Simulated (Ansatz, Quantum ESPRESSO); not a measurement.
# MgS (F-43m): phonons by linear response, part 2 of 4

How does MgS (F-43m) vibrate, and is this structure a minimum?

Quantum ESPRESSO 7.5; DFT LDA, scalar-relativistic, plane waves, GBRV ultrasoft pseudopotentials.

So far. Step 2 (A probe with smearing): A gap of 3.2 eV opens on this mesh, so the crystal is taken as an insulator; the start stands at -2.2 GPa. Step 4 (Ground state): The cell stands at -0.001 GPa, close enough for phonons. The relaxed cell has a = 5.592 Å (conventional setting).

## Step 5: Linear response on the mesh

Linear response treats each wavevector in the unit cell, with no supercell; the 4×4×4 mesh fixes the range of the force constants to be had.

ph.in

```
phonons
&inputph
   prefix = 'x'
   outdir = './tmp'
   fildyn = 'x.dyn'
   tr2_ph = 1.0d-18
   epsil = .true.
   ldisp = .true.
   nq1 = 4
   nq2 = 4
   nq3 = 4
/
```

Run with:

```
$ OMP_NUM_THREADS=1 mpirun -n 4 ph.x -nk 4 -in ph.in > ph.out
```

Numbers of over 12 decimals in the logs are rounded to 6 here.

The log of the run:

```text
[banners, grids, parts of the stress and lines that vanish by symmetry left out]
[banner, memory and clock lines left out]
Program PHONON v.7.5

[...]
Exchange-correlation= PZ
                           (   1   1   0   0   0   0   0)
[...]
(   8 q-points):
[...]
kinetic-energy cut-off    =      45.0000  Ry
     charge density cut-off    =     270.0000  Ry
     convergence threshold     =      1.0E-18
[...]
Exchange-correlation= PZ
                           (   1   1   0   0   0   0   0)
[...]
q = (   0.0000000   0.0000000   0.0000000 )
     25 Sym.Ops. (with q -> -q+G )
     G cutoff =  381.9094  (  22219 G-vectors)     FFT grid: ( 40, 40, 40)
     G cutoff =  254.6063  (  12039 G-vectors)  smooth grid: ( 32, 32, 32)
     number of k points=    29
[...]
Mode symmetry, T_d (-43m)  point group:
[...]
Dielectric constant
[...]
End of electric fields calculation
          Dielectric constant in cartesian axis
          (       4.211796352      -0.000000000      -0.000000000 )
          (      -0.000000000       4.211796352      -0.000000000 )
          (      -0.000000000      -0.000000000       4.211796352 )
          Effective charges (d Force / dE) in cartesian axis without acoustic sum rule applied (asr)
           atom    1  Mg    Mean Z*:        1.87132
      Ex  (        1.87132       -0.00000       -0.00000 )
      Ey  (        0.00000        1.87132        0.00000 )
      Ez  (       -0.00000        0.00000        1.87132 )
           atom    2  S     Mean Z*:       -1.87370
      Ex  (       -1.87370        0.00000       -0.00000 )
      Ey  (        0.00000       -1.87370       -0.00000 )
      Ez  (       -0.00000       -0.00000       -1.87370 )
          Effective charges Sum: Mean:       -0.00238
[...]
Effective charges (d Force / dE) in cartesian axis with asr applied:
           atom    1  Mg    Mean Z*:        1.87251
[...]
atom    2  S     Mean Z*:       -1.87251
[...]
Representation #   1 modes #   1   2   3
[...]
End of self-consistent calculation
     Convergence has been achieved
     Representation #   2 modes #   4   5   6
[...]
End of self-consistent calculation
     Convergence has been achieved
[...]
Dielectric constant in cartesian axis
          (       4.211796352      -0.000000000      -0.000000000 )
          (      -0.000000000       4.211796352      -0.000000000 )
          (      -0.000000000      -0.000000000       4.211796352 )
          Effective charges (d Force / dE) in cartesian axis without acoustic sum rule applied (asr)
           atom    1  Mg    Mean Z*:        1.87132
      Ex  (        1.87132       -0.00000       -0.00000 )
      Ey  (        0.00000        1.87132        0.00000 )
      Ez  (       -0.00000        0.00000        1.87132 )
           atom    2  S     Mean Z*:       -1.87370
      Ex  (       -1.87370        0.00000       -0.00000 )
      Ey  (        0.00000       -1.87370       -0.00000 )
      Ez  (       -0.00000       -0.00000       -1.87370 )
          Effective charges Sum: Mean:       -0.00238
[...]
Effective charges (d Force / dE) in cartesian axis with asr applied:
           atom    1  Mg    Mean Z*:        1.87251
[...]
atom    2  S     Mean Z*:       -1.87251
[...]
Effective charges (d P / du) in cartesian axis
[...]
q = (    0.000000000   0.000000000   0.000000000 )
[...]
freq (    1) =      -0.365702 [THz] =     -12.198499 [cm-1]
     freq (    2) =      -0.365702 [THz] =     -12.198499 [cm-1]
     freq (    3) =      -0.365702 [THz] =     -12.198499 [cm-1]
     freq (    4) =      10.307537 [THz] =     343.822434 [cm-1]
     freq (    5) =      10.307537 [THz] =     343.822434 [cm-1]
     freq (    6) =      10.307537 [THz] =     343.822434 [cm-1]
[...]
Mode symmetry, T_d (-43m)  point group:
     freq (   1-   3) =        -12.2  [cm-1]   --> T_2  G_15 P_4   I+R
     freq (   4-   6) =        343.8  [cm-1]   --> T_2  G_15 P_4   I+R
[...]
Mode symmetry, C_3v (3m)   point group:
[...]
Representation #   1 mode #   1
[...]
End of self-consistent calculation
     Convergence has been achieved
     Representation #   2 mode #   2
[...]
End of self-consistent calculation
     Convergence has been achieved
     Representation #   3 modes #   3   4
[...]
Convergence has been achieved
     Representation #   4 modes #   5   6
[...]
Convergence has been achieved
[...]
q = (   -0.176776695   0.176776695  -0.176776695 )
[...]
freq (    1) =       1.741551 [THz] =      58.091892 [cm-1]
     freq (    2) =       1.741551 [THz] =      58.091892 [cm-1]
     freq (    3) =       5.078089 [THz] =     169.386816 [cm-1]
     freq (    4) =      10.256714 [THz] =     342.127149 [cm-1]
     freq (    5) =      10.256714 [THz] =     342.127149 [cm-1]
     freq (    6) =      12.073814 [THz] =     402.739097 [cm-1]
[...]
Mode symmetry, C_3v (3m)   point group:
     freq (   1-   2) =         58.1  [cm-1]   --> E    L_3
     freq (   3-   3) =        169.4  [cm-1]   --> A_1  L_1
     freq (   4-   5) =        342.1  [cm-1]   --> E    L_3
     freq (   6-   6) =        402.7  [cm-1]   --> A_1  L_1
[...]
Mode symmetry, C_3v (3m)   point group:
[...]
Representation #   1 mode #   1
[...]
Convergence has been achieved
     Representation #   2 mode #   2
[...]
Convergence has been achieved
     Representation #   3 modes #   3   4
[...]
Convergence has been achieved
     Representation #   4 modes #   5   6
[...]
Convergence has been achieved
[...]
q = (    0.353553391  -0.353553391   0.353553391 )
[...]
freq (    1) =       2.324023 [THz] =      77.521075 [cm-1]
     freq (    2) =       2.324023 [THz] =      77.521075 [cm-1]
[...]
Mode symmetry, C_3v (3m)   point group:
     freq (   1-   2) =         77.5  [cm-1]   --> E    L_3
     freq (   3-   3) =        273.7  [cm-1]   --> A_1  L_1
     freq (   4-   5) =        341.7  [cm-1]   --> E    L_3
     freq (   6-   6) =        346.9  [cm-1]   --> A_1  L_1
[...]
Mode symmetry, C_2v (mm2)  point group:
[...]
Convergence has been achieved
[...]
Convergence has been achieved
[...]
Convergence has been achieved
[...]
Convergence has been achieved
[...]
q = (    0.000000000   0.353553391   0.000000000 )
[...]
Mode symmetry, C_2v (mm2)  point group:
     freq (   1-   1) =         89.7  [cm-1]   --> B_1  D_3  S_3
     freq (   2-   2) =         89.7  [cm-1]   --> B_2  D_4  S_4
     freq (   3-   3) =        170.4  [cm-1]   --> A_1  D_1  S_1
     freq (   4-   4) =        340.9  [cm-1]   --> B_1  D_3  S_3
     freq (   5-   5) =        340.9  [cm-1]   --> B_2  D_4  S_4
     freq (   6-   6) =        405.5  [cm-1]   --> A_1  D_1  S_1
[...]
Mode symmetry, C_s (m)     point group:
[...]
q = (    0.530330086  -0.176776695   0.530330086 )
[...]
Mode symmetry, C_s (m)     point group:
     freq (   1-   1) =        103.6  [cm-1]   --> A''
     freq (   2-   2) =        143.8  [cm-1]   --> A'
     freq (   3-   3) =        248.6  [cm-1]   --> A'
     freq (   4-   4) =        340.1  [cm-1]   --> A''
     freq (   5-   5) =        340.9  [cm-1]   --> A'
     freq (   6-   6) =        354.1  [cm-1]   --> A'
[...]
Mode symmetry, C_s (m)     point group:
[...]
q = (    0.353553391   0.000000000   0.353553391 )
[...]
Mode symmetry, C_s (m)     point group:
     freq (   1-   1) =         85.8  [cm-1]   --> A''
     freq (   2-   2) =        145.5  [cm-1]   --> A'
     freq (   3-   3) =        220.4  [cm-1]   --> A'
     freq (   4-   4) =        339.8  [cm-1]   --> A''
     freq (   5-   5) =        344.5  [cm-1]   --> A'
     freq (   6-   6) =        364.0  [cm-1]   --> A'
[...]
Mode symmetry, D_2d (-42m) point group:
[...]
Representation #   3 modes #   3   4
[...]
Convergence has been achieved
     Representation #   4 modes #   5   6
[...]
Convergence has been achieved
[...]
q = (    0.000000000  -0.707106781   0.000000000 )
[...]
freq (    5) =      10.196734 [THz] =     340.126429 [cm-1]
     freq (    6) =      10.397198 [THz] =     346.813188 [cm-1]
[...]
Mode symmetry, D_2d (-42m) point group:
     freq (   1-   2) =        117.3  [cm-1]   --> E    X_5  W_3
     freq (   3-   3) =        286.4  [cm-1]   --> A_1  X_1  W_1
     freq (   4-   5) =        340.1  [cm-1]   --> E    X_5  W_3
     freq (   6-   6) =        346.8  [cm-1]   --> B_2  X_3  W_2
[...]
Mode symmetry, S_4 (-4)    point group:
[...]
Convergence has been achieved
[...]
Convergence has been achieved
[...]
Convergence has been achieved
[...]
Convergence has been achieved
     Representation #   5 mode #   5
[...]
End of self-consistent calculation
     Convergence has been achieved
     Representation #   6 mode #   6
[...]
End of self-consistent calculation
     Convergence has been achieved
[...]
q = (   -0.353553391  -0.707106781   0.000000000 )
[...]
freq (    1) =       4.252656 [THz] =     141.853342 [cm-1]
     freq (    2) =       4.724451 [THz] =     157.590711 [cm-1]
     freq (    3) =       8.081984 [THz] =     269.585964 [cm-1]
     freq (    4) =       9.355688 [THz] =     312.072159 [cm-1]
     freq (    5) =      10.308805 [THz] =     343.864721 [cm-1]
     freq (    6) =      10.452758 [THz] =     348.666467 [cm-1]
[...]
Mode symmetry, S_4 (-4)    point group:
     freq (   1-   1) =        141.9  [cm-1]   --> B    W_3
     freq (   2-   2) =        157.6  [cm-1]   --> E    W_4
     freq (   3-   3) =        269.6  [cm-1]   --> A    W_1
     freq (   4-   4) =        312.1  [cm-1]   --> E*   W_2
     freq (   5-   5) =        343.9  [cm-1]   --> E    W_4
     freq (   6-   6) =        348.7  [cm-1]   --> B    W_3
```

The job ended after 20 min (4 MPI ranks of Arm Neoverse V2, shared host; 80 min of CPU time).

Numbers from this step:

| Property | Result |
| --- | --- |
| miss of the charge sum rule | 0.002380 e |
| largest acoustic frequency at the zone centre before the sum rule | -12.2 cm⁻¹ |
| highest optical zone-centre mode (no LO-TO term) | 343.8 cm⁻¹ |
| lowest optical zone-centre mode | 343.8 cm⁻¹ |
| mean high-frequency dielectric constant | 4.212 |
| largest Born charge in size (third of the trace) | 1.874 e |
| lowest mode on the q mesh (acoustic ones at the zone centre apart) | 58.09 cm⁻¹ |

Frequencies (cm⁻¹) at each irreducible wavevector; negative means imaginary. Frequencies by wavevector:

```csv
q (fractions),star,mode 1,mode 2,mode 3,mode 4,mode 5,mode 6
0 0 0,1,-12.2,-12.2,-12.2,343.8,343.8,343.8
0 0 0.25,8,58.09,58.09,169.4,342.1,342.1,402.7
0 0 -0.5,4,77.52,77.52,273.7,341.6,341.6,346.9
0 0.25 0.25,6,89.71,89.71,170.4,340.9,340.9,405.5
0 0.25 -0.5,24,103.6,143.8,248.6,340.1,340.9,354.1
0 0.25 -0.25,12,85.77,145.5,220.4,339.8,344.5,364
0 -0.5 -0.5,3,117.3,117.3,286.4,340.1,340.1,346.8
0.25 -0.5 -0.25,6,141.8,157.6,269.6,312.1,343.9,348.7
```

Optical modes; normalised displacements of the dynamical-matrix file. The modes at Γ (shares of kinetic energy by element, %):

```csv
mode,frequency (cm⁻¹),symmetry,Mg %,S %
1,343.8,T2,57,43
2,343.8,T2,57,43
3,343.8,T2,57,43
```

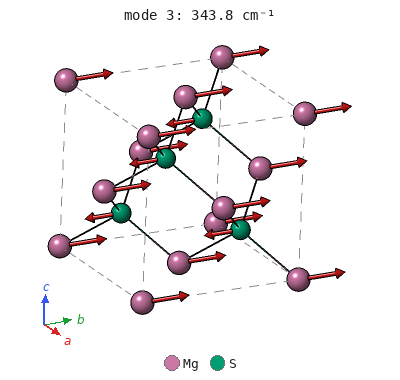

Displacement patterns of mode 3 at Γ; arrows are exaggerated. Bonds to atoms that aren't drawn are left out. Some periodic images of atoms are drawn too.

Born charge (rows field, columns displacement), before the sum rule (e), principal values of the symmetric part by kind of site:

```csv
atom,atoms with these values,low,middle,high,mean
Mg1,1,1.87,1.87,1.87,1.87
S2,1,-1.87,-1.87,-1.87,-1.87
```

In full for S2:

```
-1.87  0.00  0.00
 0.00 -1.87  0.00
 0.00  0.00 -1.87
```

High-frequency dielectric tensor:

```
4.21 0.00 0.00
0.00 4.21 0.00
0.00 0.00 4.21
```

The acoustic modes at Γ come out as far as 12.2 cm⁻¹ from zero, where they should vanish, a sizeable error of basis and grid; the Born charges miss their sum rule by 0.0024 e, which is good.

## Step 6: Force constants in real space

The dynamical matrices of the mesh are Fourier-transformed to force constants in real space, after the long-range dipole part is taken out.

q2r.in

```
&input
   fildyn = 'x.dyn'
   zasr = 'simple'
   flfrc = 'x.fc'
/
```

Run with:

```
$ q2r.x < q2r.in > q2r.out
```

The log of the run:

```text
[banners, grids, parts of the stress and lines that vanish by symmetry left out]
[banner, memory and clock lines left out]
Program Q2R v.7.5

  reading grid info from file x.dyn0

  reading force constants from file x.dyn1
 macroscopic fields = T
   4.21180  -0.00000  -0.00000
  -0.00000   4.21180  -0.00000
[...]
na=            1
[...]
na=            2
[...]
0.00000  -1.87370  -0.00000
  -0.00000  -0.00000  -1.87370
  alpha Ewald:    1.414479
  nqs=            1
 q=   0.00000000  0.00000000  0.00000000
  reading force constants from file x.dyn2
  alpha Ewald:    1.414479
  nqs=            8
 q=  -0.17677670  0.17677670 -0.17677670
[...]
reading force constants from file x.dyn7
  alpha Ewald:    1.414479
  nqs=            3
[...]
reading force constants from file x.dyn8
  alpha Ewald:    1.414479
  nqs=            6
[...]
q=   0.00000000 -0.35355339 -0.70710678
 q=  -0.00000000  0.35355339 -0.70710678

      q-space grid ok, #points =   64

      fft-check warning: sum of imaginary terms = 3.855031E-09
```

It took 0.49 s on 1 thread.

## Step 7: Dispersion

From the force constants any wavevector is cheap; points of the mesh come back as solved, but for the sum rule and, in polar crystals, the LO-TO term at Γ; the rest is interpolation.

matdyn.in

```
&input
   asr = 'simple'
   flfrc = 'x.fc'
   flfrq = 'x.freq'
   flvec = 'x.modes'
   q_in_band_form = .true.
   q_in_cryst_coord = .true.
/
8
  0.0000000   0.0000000   0.0000000  12  ! GAMMA
 -0.0000000   0.5000000   0.5000000  12  ! X
  0.0000000   0.6250000   0.3750000   1  ! U
 -0.3750000   0.3750000   0.0000000  12  ! K
  0.0000000   0.0000000   0.0000000  12  ! GAMMA
  0.0000000   0.5000000   0.0000000  12  ! L
 -0.2500000   0.5000000   0.2500000  12  ! W
 -0.0000000   0.5000000   0.5000000   1  ! X
```

Run with:

```
$ matdyn.x -in matdyn.in > matdyn.out
```

The log of the run:

```text
[banner, memory and clock lines left out]
Program MATDYN v.7.5

 mass for atomic type   1 not given; uses mass from file x.fc
 mass for atomic type   2 not given; uses mass from file x.fc
```

Run time: 0.49 s. Hardware: 1 thread.

Read from the output:

```yaml
lowest_frequency_on_the_path: 0 cm⁻¹
```

Matdyn.x, sum rule simple. The phonon branches at the labelled points (cm⁻¹):

```csv
point,branch 1,branch 2,branch 3,branch 4,branch 5,branch 6
Γ,0,0,0,344,344,432
X,118,118,286,340,340,347
U,110,162,272,322,340,352
jump to K,110,162,272,322,340,352
Γ,0,0,0,344,344,432
L,78,78,274,342,342,347
W,142,158,270,312,344,349
X,118,118,286,340,340,347
```

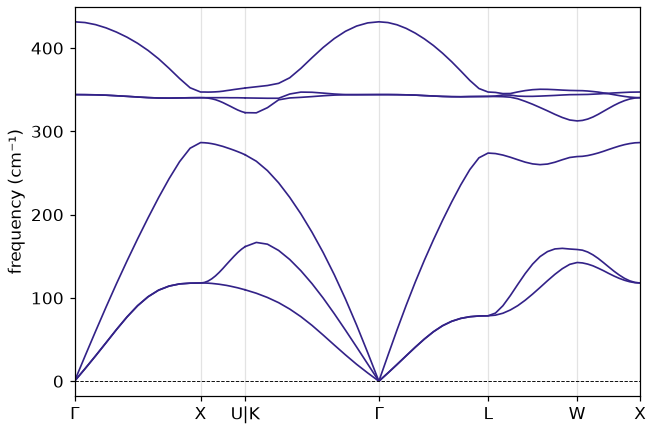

Phonon branches along the path.

All branches are real along the path.

## Step 8: Density of states

Sums over the zone need many more wavevectors than were solved, so the interpolation is sampled on a dense mesh.

matdyn.in

```
&input
   asr = 'simple'
   flfrc = 'x.fc'
   dos = .true.
   fldos = 'x.dos'
   nk1 = 14
   nk2 = 14
   nk3 = 14
   deltaE = 1.0
/
```

Run with:

```
$ matdyn.x -in matdyn.in > matdyn.out
```

The log of the run:

```text
[banner, memory and clock lines left out]
Program MATDYN v.7.5

 mass for atomic type   1 not given; uses mass from file x.fc
 mass for atomic type   2 not given; uses mass from file x.fc
```

Wall time 2.8 s (1 thread).

This step gave:

```
share of modes beyond 3i cm⁻¹ on the dense interpolated mesh : 0
zero-point energy per atom                                   : 46.68 meV
heat capacity at 300 K                                       : 21.76 J/(mol atoms K)
vibrational entropy at 300 K                                 : 25.41 J/(mol atoms K)
```

The phonon density of states has structure finer than the step of the table below, so its rows give means over 20 cm⁻¹, whole bins alone (the curve runs from 0 to 432 cm⁻¹). Peaks (cm⁻¹: height): total 344.0: 0.322, 352.0: 0.0871; Mg 344.0: 0.182, 352.0: 0.0475; S 260.0: 0.0217, 344.0: 0.141, 352.0: 0.0396.

Tetrahedra. Table of phonon density of states by wavenumber; means over each step; values in 1/cm⁻¹/cell:

```csv
wavenumber (cm⁻¹),total,Mg,S
20,5.1e-4,2.2e-4,2.9e-4
40,0.00222,9.7e-4,0.00125
60,0.00567,0.00250,0.00318
80,0.0162,0.00726,0.00897
100,0.0247,0.0113,0.0134
120,0.0270,0.0128,0.0142
140,0.0170,0.00815,0.00885
160,0.0122,0.00584,0.00639
180,0.00292,0.00113,0.00179
200,0.00413,0.00154,0.00260
220,0.00596,0.00206,0.00389
240,0.00955,0.00288,0.00667
260,0.0189,0.00395,0.0150
280,0.00297,2.3e-4,0.00274
300,0,0,0
320,0.00805,0.00663,0.00142
340,0.102,0.0584,0.0433
360,0.0286,0.0167,0.0119
380,0.00859,0.00539,0.00320
400,0.00583,0.00352,0.00231
420,0.00288,0.00168,0.00120
```

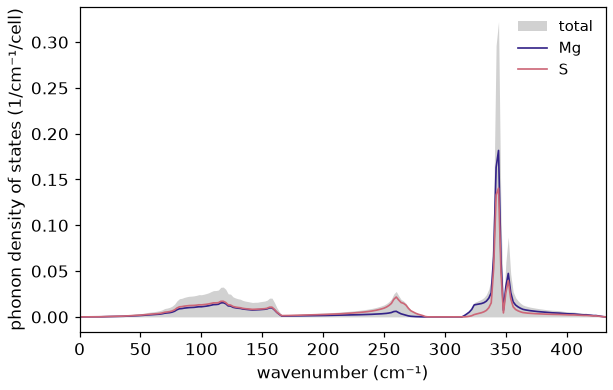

Phonon density of states against wavenumber.

Harmonic thermodynamic functions per atom, summed over the density of states scaled to three modes an atom; melting is ignored. Thermodynamic functions:

```csv
T (K),F_vib (meV/atom),S (J/mol-atom/K),C_V (J/mol-atom/K)
0,46.68,0,0
50,46.39,1.987,4.29
100,44.12,6.915,10.57
200,31.53,17.16,18.69
300,9.29,25.41,21.76
400,-20.52,31.87,23.06
500,-56.35,37.09,23.71
600,-97.11,41.45,24.07
700,-142.1,45.18,24.3
800,-190.6,48.43,24.45
900,-242.3,51.32,24.55
1000,-296.9,53.91,24.62
```

At 300 K the heat capacity has reached 87 % of the Dulong-Petit value.

## Step 9: Zone-centre analysis

A rigid shift of the crystal must cost nothing, but grids and finite bases break this; the acoustic sum rule is imposed before the matrix is diagonalised again. With Born charges the intensities follow, and the static dielectric tensor.

dynmat.in

```
&input
   fildyn = 'x.dyn1'
   asr = 'simple'
   lperm = .true.
/
```

Run with:

```
$ dynmat.x -in dynmat.in > dynmat.out
```

The log of the run:

```text
[banner, memory and clock lines left out]
Program DYNMAT v.7.5

     Reading Dynamical Matrix from file x.dyn1
     ...Force constants read
     ...epsilon and Z* read
     A direction for q was not specified:TO-LO splitting will be absent

     Polarizability (A^3 units)
     multiply by 0.482952 for Clausius-Mossotti correction
        11.175349   -0.000000   -0.000000
        -0.000000   11.175349   -0.000000
        -0.000000   -0.000000   11.175349

     IR activities are in (D/A)^2/amu units

# mode   [cm-1]    [THz]      IR
    1     -0.00   -0.0000    0.0000
    2     -0.00   -0.0000    0.0000
    3     -0.00   -0.0000    0.0000
    4    344.08   10.3152    5.8515
    5    344.08   10.3152    5.8515
    6    344.08   10.3152    5.8515

Electronic dielectric permittivity tensor (relative, adimensional)
         4.211796   -0.000000   -0.000000
        -0.000000    4.211796   -0.000000
        -0.000000   -0.000000    4.211796

 ... with zone-center polar mode contributions
         6.622722    0.000000    0.000000
         0.000000    6.622722    0.000000
         0.000000    0.000000    6.622722
```

Run time: 0.47 s. Hardware: 1 thread.

Numbers from this step:

```yaml
highest_optical_zone_centre_mode_no_lo_to_term: 344.1 cm⁻¹
lowest_optical_zone_centre_mode: 344.1 cm⁻¹
mean_static_dielectric_constant: 6.623
```

Zone-centre frequencies as printed; negative means imaginary. Modes:

```csv
mode,frequency (cm⁻¹)
1,0
2,0
3,0
4,344.1
5,344.1
6,344.1
```

Degenerate modes summed, no LO-TO term. Lines of the infrared spectrum (strongest = 100):

```csv
position (cm⁻¹),lines merged,label,"IR intensity, relative"
344,3,T2,100
```

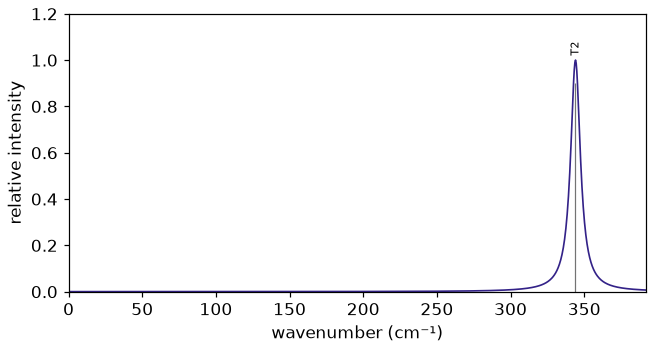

The infrared spectrum, broadened with Lorentzians of width 8 cm⁻¹; bars mark the lines.

Static dielectric tensor (ions relaxed, fixed cell):

```
6.62 0.00 0.00
0.00 6.62 0.00
0.00 0.00 6.62
```

The rule moves no optical mode by more than 0.3 cm⁻¹.

## Step 10: Sum rules set otherwise (asr no)

Without the rule the raw error of the acoustic modes shows.

dynmat.in

```
&input
   fildyn = 'x.dyn1'
   asr = 'no'
   lperm = .true.
/
```

Run with:

```
$ dynmat.x -in dynmat.in > dynmat.out
```

The log of the run:

```text
[banner, memory and clock lines left out]
Program DYNMAT v.7.5

     Reading Dynamical Matrix from file x.dyn1
     ...Force constants read
     ...epsilon and Z* read
     A direction for q was not specified:TO-LO splitting will be absent

     Polarizability (A^3 units)
     multiply by 0.482952 for Clausius-Mossotti correction
        11.175349   -0.000000   -0.000000
        -0.000000   11.175349   -0.000000
        -0.000000   -0.000000   11.175349

     IR activities are in (D/A)^2/amu units

# mode   [cm-1]    [THz]      IR
    1    -12.20   -0.3657    0.0000
    2    -12.20   -0.3657    0.0000
    3    -12.20   -0.3657    0.0000
    4    343.82   10.3075    5.8505
    5    343.82   10.3075    5.8505
    6    343.82   10.3075    5.8505

Electronic dielectric permittivity tensor (relative, adimensional)
         4.211796   -0.000000   -0.000000
        -0.000000    4.211796   -0.000000
        -0.000000   -0.000000    4.211796

 ... with zone-center polar mode contributions
         6.625891    0.000000    0.000000
         0.000000    6.625891    0.000000
         0.000000    0.000000    6.625891
```

Wall time 0.47 s (1 thread).

This step gave:

- highest optical zone-centre mode (no LO-TO term): 343.8 cm⁻¹
- lowest optical zone-centre mode: 343.8 cm⁻¹
- mean static dielectric constant: 6.626

Zone-centre frequencies as printed; negative means imaginary. Modes:

```csv
mode,frequency (cm⁻¹)
1,-12.2
2,-12.2
3,-12.2
4,343.8
5,343.8
6,343.8
```

Against the first rule no mode moves by more than 12.3 cm⁻¹.

[end of part 2 of 4]

[Host names and launcher messages were left out of these logs when they were recorded.]

[Logs are printed without paths, hosts, clocks, repeated set-up lines and the standing remarks that a program may print on its own settings, such as how far it seeks lower states.]

[Hosts, paths, dates, database ids (printed as entryN), source tags and the programs' standing remarks are cut or masked in the printed files.]
